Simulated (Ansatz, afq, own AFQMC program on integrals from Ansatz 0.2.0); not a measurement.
# GeH₄ (singlet): AFQMC on the coupled-cluster ladder, cc-pVDZ, part 2 of 2

Ansatz 0.2.0, Gaussian basis, and an in-house AFQMC program (afq) on its integrals; all values are calculated; cc-pVDZ, frozen cores. Earlier steps stand in the parts before.

## 12. Phaseless AFQMC, CISD trial on RHF

It reads the integrals that the CCSD(T) run on this determinant wrote.

The run is started by

```bash
afq ham --method phaseless --trial cisd --walkers 90 --populations 1 --least-time 40 --time-step 0.005 --steps-per-block 50 --equilibration-blocks 28 --max-blocks 300 --target-error 0.00034 --factor-cut 1e-05 --seed 986 --release-times 0.24,0.51,0.99,1.62,2.4 --release-step 0.03 --release-every 4 --taylor-order 6
```

Output:

```text
orbitals 33  electrons 4 4  factors 266 of 497
reference energy -2077.64337960 Eh
CCSD correlation -0.14235328 Eh in 8 cycles, weight of the determinant in the CISD state 0.9220
energy of the start -2077.785733 Eh
 block  time / (1/Eh)  mean weight  energy / Eh
     1     0.250  1.0004  -2077.784454
     2     0.500  1.0008  -2077.784889
     3     0.750  1.0003  -2077.785331
     4     1.000  1.0001  -2077.786083
     5     1.250  0.9995  -2077.786413
     6     1.500  1.0002  -2077.786894
     7     1.750  0.9995  -2077.788422
     8     2.000  0.9995  -2077.787195
     9     2.250  0.9995  -2077.787820
    10     2.500  0.9994  -2077.788169
    13     3.250  1.0014  -2077.787444
    17     4.250  1.0001  -2077.787725
    21     5.250  1.0004  -2077.789701
    25     6.250  1.0000  -2077.789572
    29     7.250  0.9987  -2077.790815
    33     8.250  1.0000  -2077.789456
    37     9.250  1.0012  -2077.787970
    41    10.250  0.9996  -2077.788094
    45    11.250  0.9988  -2077.790760
    49    12.250  1.0008  -2077.791076
    53    13.250  1.0005  -2077.788572
    57    14.250  1.0012  -2077.788832
    61    15.250  0.9990  -2077.789298
    65    16.250  0.9996  -2077.786800
    69    17.250  0.9997  -2077.787732
    73    18.250  1.0012  -2077.787391
    77    19.250  1.0002  -2077.788838
    81    20.250  1.0004  -2077.788837
    85    21.250  1.0004  -2077.788118
    89    22.250  0.9998  -2077.788869
    93    23.250  0.9994  -2077.788487
    97    24.250  0.9987  -2077.787515
   101    25.250  0.9997  -2077.788000
   105    26.250  0.9995  -2077.788014
   109    27.250  0.9989  -2077.789664
   113    28.250  1.0010  -2077.789289
   117    29.250  1.0011  -2077.788057
   121    30.250  0.9989  -2077.788176
   125    31.250  1.0002  -2077.787803
   129    32.250  1.0012  -2077.787550
   133    33.250  1.0001  -2077.787215
   137    34.250  1.0008  -2077.787975
   141    35.250  0.9999  -2077.790517
   145    36.250  1.0014  -2077.788639
   149    37.250  0.9982  -2077.789537
   153    38.250  0.9991  -2077.788774
   157    39.250  0.9999  -2077.788636
   161    40.250  0.9989  -2077.787952
   165    41.250  1.0001  -2077.788259
   169    42.250  1.0002  -2077.789280
   173    43.250  0.9993  -2077.788237
   177    44.250  1.0013  -2077.787682
   181    45.250  1.0009  -2077.789055
   185    46.250  1.0000  -2077.788802
blocks merged  error / Eh  count
     1  0.000072  160
     2  0.000091  80
     4  0.000114  40
     8  0.000126  20
    16  0.000143  10
released: time / (1/Eh)  energy / Eh  error  mean overlap
  0.24  -2077.788453  0.000128  1.0018
  0.51  -2077.788515  0.000117  1.0026
  0.99  -2077.788728  0.000097  0.9922
  1.62  -2077.788705  0.000107  0.9840
  2.40  -2077.788861  0.000136  0.9741
energy -2077.788581 +/- 0.000126 Eh
```

Wall time 1.8 min (1 thread of Arm Neoverse V1, shared host).

Energy -56539.5076 ± 0.0034 eV. Caveats: constraint bias not in the error.

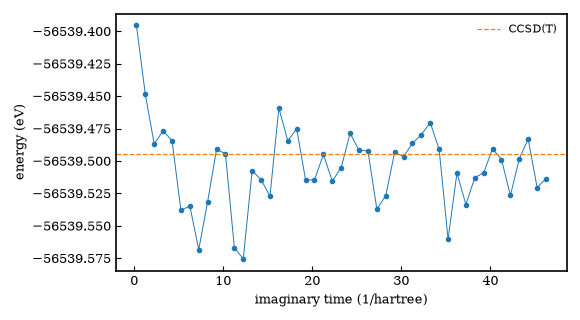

Block energies along the walk.

## 13. Phaseless AFQMC, single-determinant trial on RHF

It reads the integrals that the CCSD(T) run on this determinant wrote.

The run is started by

```bash
afq ham --method phaseless --trial hf --walkers 180 --populations 1 --least-time 40 --time-step 0.005 --steps-per-block 20 --equilibration-blocks 112 --max-blocks 600 --target-error 0.00102 --factor-cut 1e-05 --seed 5233 --taylor-order 6
```

Output:

```text
orbitals 33  electrons 4 4  factors 266 of 497
reference energy -2077.64337960 Eh
CCSD correlation -0.14235328 Eh in 8 cycles, weight of the determinant in the CISD state 0.9220
energy of the start -2077.643380 Eh
 block  time / (1/Eh)  mean weight  energy / Eh
     1     0.100  1.0001  -2077.669523
     2     0.200  1.0005  -2077.689807
     3     0.300  1.0008  -2077.704593
     4     0.400  1.0014  -2077.720089
     5     0.500  1.0003  -2077.734086
     6     0.600  1.0010  -2077.740634
     7     0.700  1.0003  -2077.744866
     8     0.800  1.0009  -2077.749988
     9     0.900  0.9994  -2077.751345
    10     1.000  0.9999  -2077.756009
    17     1.700  0.9987  -2077.777528
    33     3.300  0.9990  -2077.777562
    49     4.900  1.0007  -2077.783735
    65     6.500  1.0001  -2077.793576
    81     8.100  0.9993  -2077.793173
    97     9.700  0.9998  -2077.799379
   113    11.300  0.9991  -2077.789798
   129    12.900  0.9997  -2077.790514
   145    14.500  1.0001  -2077.786474
   161    16.100  0.9997  -2077.777881
   177    17.700  0.9997  -2077.785471
   193    19.300  1.0004  -2077.786555
   209    20.900  1.0002  -2077.808438
   225    22.500  0.9992  -2077.798876
   241    24.100  1.0008  -2077.783746
   257    25.700  1.0010  -2077.780145
   273    27.300  0.9998  -2077.783307
   289    28.900  0.9999  -2077.783443
   305    30.500  1.0015  -2077.787740
   321    32.100  0.9993  -2077.789036
   337    33.700  0.9991  -2077.787913
   353    35.300  0.9997  -2077.786561
   369    36.900  0.9992  -2077.787420
   385    38.500  1.0008  -2077.795940
   401    40.100  0.9989  -2077.787464
   417    41.700  1.0004  -2077.786876
   433    43.300  0.9994  -2077.806493
   449    44.900  1.0001  -2077.794306
   465    46.500  0.9984  -2077.786851
   481    48.100  1.0005  -2077.793438
   497    49.700  1.0004  -2077.783406
   513    51.300  0.9992  -2077.781899
   529    52.900  1.0004  -2077.792504
   545    54.500  0.9999  -2077.798436
   561    56.100  0.9993  -2077.793470
   577    57.700  1.0007  -2077.787103
   593    59.300  1.0000  -2077.795708
   609    60.900  0.9999  -2077.788279
   625    62.500  0.9996  -2077.781891
   641    64.100  0.9998  -2077.800329
   657    65.700  1.0002  -2077.788287
blocks merged  error / Eh  count
     1  0.000455  550
     2  0.000607  275
     4  0.000726  137
     8  0.000861  68
    16  0.000926  34
    32  0.001005  17
    64  0.000977  8
energy -2077.789449 +/- 0.001005 Eh
```

It took 2.3 min on 1 thread of Arm Neoverse V1, shared host.

Energy -56539.5312 ± 0.0274 eV. Caveats: constraint bias not in the error.

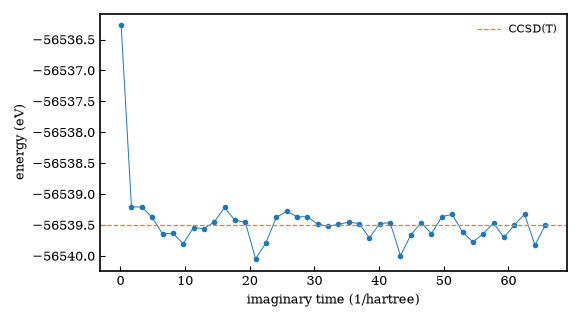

Block energies along the walk.

## 14. Free-projection AFQMC, CISD trial on RHF

It reads the integrals that the CCSD(T) run on this determinant wrote.

The run is started by

```bash
afq ham --method free --trial cisd --walkers 90 --time-step 0.03 --max-blocks 80 --target-error 0.00034 --factor-cut 1e-05 --seed 1825 --times 0,0.3,0.6,1.2,1.8,2.4,3.6,4.8,6 --taylor-order 8
```

Output:

```text
orbitals 33  electrons 4 4  factors 266 of 497
reference energy -2077.64337960 Eh
CCSD correlation -0.14235328 Eh in 8 cycles, weight of the determinant in the CISD state 0.9220
repeat  energy at the last time / Eh  error
    10  -2077.788659  0.000639
    20  -2077.788342  0.000435
    30  -2077.788565  0.000373
    40  -2077.788717  0.000308
time / (1/Eh)  energy / Eh  error  mean overlap
  0.00  -2077.785745  0.000074  1.0846
  0.30  -2077.787212  0.000105  1.0891
  0.60  -2077.787859  0.000112  1.0868
  1.20  -2077.788588  0.000099  1.0730
  1.80  -2077.788636  0.000127  1.0754
  2.40  -2077.788693  0.000166  1.0795
  3.60  -2077.788453  0.000160  1.1177
  4.80  -2077.788337  0.000216  1.1388
  6.00  -2077.788733  0.000302  1.1696
energy -2077.788733 +/- 0.000302 Eh
```

Run time: 65 s. Hardware: 1 thread of Arm Neoverse V1, shared host.

Energy -56539.5118 ± 0.0082 eV. Caveats: remainder of the start not in the error.

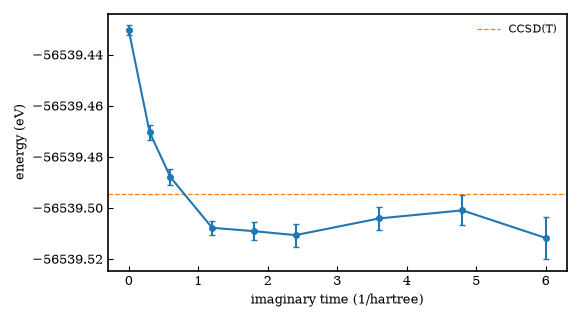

Energy against projection time, with error bars.

## 15. Free-projection AFQMC, single-determinant trial on RHF (settings varied)

It reads the integrals that the CCSD(T) run on this determinant wrote.

The run is started by

```bash
afq ham --method free --trial hf --walkers 20 --time-step 0.5 --max-blocks 60 --target-error 0.00068 --factor-cut 1e-05 --seed 2688 --times 0,1,2,3 --taylor-order 10
```

Output:

```text
orbitals 33  electrons 4 4  factors 266 of 497
reference energy -2077.64337960 Eh
CCSD correlation -0.14235328 Eh in 8 cycles, weight of the determinant in the CISD state 0.9220
Error: the cluster equations did not converge
```

Hardware: 1 thread of Arm Neoverse V1, shared host.

No energy. The run doesn't count as converged.

## 16. UHF

File in.yaml:

```yaml
crystal:
  periodic: [false, false, false]
  atoms:
    - {symbol: Ge, position_ang: [0.000000, 0.000000, 0.000000]}
    - {symbol: H, position_ang: [0.884324, 0.887199, 0.886047]}
    - {symbol: H, position_ang: [-0.887886, -0.884021, 0.885661]}
    - {symbol: H, position_ang: [-0.883825, 0.884513, -0.889224]}
    - {symbol: H, position_ang: [0.887387, -0.887691, -0.882484]}
basis:
  gaussian: {orbitals: cc-pVDZ}
magnetization: {spin_polarized: true, initial_magnetization: 0}
hamiltonian: {xc: hf}
output: {orbitals: {seedname: orbitals}}
```

The run is started by

```bash
ansatz run in.yaml --threads 1 --pin off --events-out ev --progress --plain --max-ram 1843MiB
```

Output:

```text
Functional definition: HF
  name "HF"
  cite "Fock, Z. Phys. 61, 126 (1930) doi:10.1007/BF01340294"
  parent pbe
  exchange = exact_x
  correlation = 0
497 factors; integrals over basis functions are off by at most 9.4e-4 eV
mean field evaluation 1: about -56535.0988 eV, gradient 6.3e0 eV
mean field evaluation 2: about -56535.1013 eV, gradient 6.3e0 eV
mean field evaluation 4: about -56535.5556 eV, gradient 3.0e-1 eV
mean field evaluation 8: about -56535.5565 eV, gradient 1.4e-5 eV
mean field -56535.55648358 eV, -2077.6433795951 hartree, gradient 1.4e-5 eV, S^2 0.000000; 0 other end points of the search recorded, 0 dependent functions left out
reference -56535.55648358 eV, -2077.6433795951 hartree; 18, 18 occupied and 29, 29 virtual orbitals, 497 factors
Total energy: -56535.55648358 eV, -2077.6433795951 hartree
```

Wall time 0.48 s (1 thread of Arm Neoverse V1, shared host).

From the report: ⟨S²⟩ of the determinant 0.000 (pure singlet: 0.00).

## 17. AFQMC on the ladder

On the RHF determinant, counted from CCSDT(Q) (a yardstick, not exact):

```
                                                             level  energy (eV)  from CCSDT(Q) (kJ/mol)  statistical error (kJ/mol)     time
                                                                HF  -56535.5565                  +381.6                                     
                                                               MP2  -56538.6170                   +86.3                                     
                                                              CCSD  -56539.4301                    +7.8                                     
                                                           CCSD(T)  -56539.4945                    +1.6                                     
                                                          CCSDT(Q)  -56539.5114                     0.0                                     
               Phaseless AFQMC, CISD trial, step 0.005, 90 walkers  -56539.5076                    +0.4                         0.3  1.8 min
Phaseless AFQMC, single-determinant trial, step 0.005, 180 walkers  -56539.5312                    -1.9                         2.6  2.3 min
          Free-projection AFQMC, CISD trial, step 0.03, 90 walkers  -56539.5118                     0.0                         0.8     65 s
```

The functionals' totals stand on their own zeros and serve differences with other points: PBE -56573.042 eV; r2SCAN -56581.620 eV; PBE0 -56574.770 eV; B3LYP -56583.478 eV; wB97M-V -56578.309 eV; B2PLYP -56570.354 eV.

## 18. What came out

What follows sums up all 2 parts.

| quantity | value |
| --- | --- |
| CCSD(T) on RHF from CCSDT(Q) | +1.6 kJ/mol |
| Phaseless AFQMC, CISD trial on RHF from CCSDT(Q) | +0.4 ± 0.3 kJ/mol |
| Phaseless AFQMC, single-determinant trial on RHF from CCSDT(Q) | -1.9 ± 2.6 kJ/mol |
| Free-projection AFQMC, CISD trial on RHF from CCSDT(Q) | 0.0 ± 0.8 kJ/mol |

In words: On RHF the phaseless walk with the CISD trial lies +0.4 kJ/mol from CCSDT(Q), within three error bars. Free projection has no constraint; at the last time it gives 0.0 ± 0.8 kJ/mol. Error bars are statistical and leave out the constraint, the time step and what remains of the start.
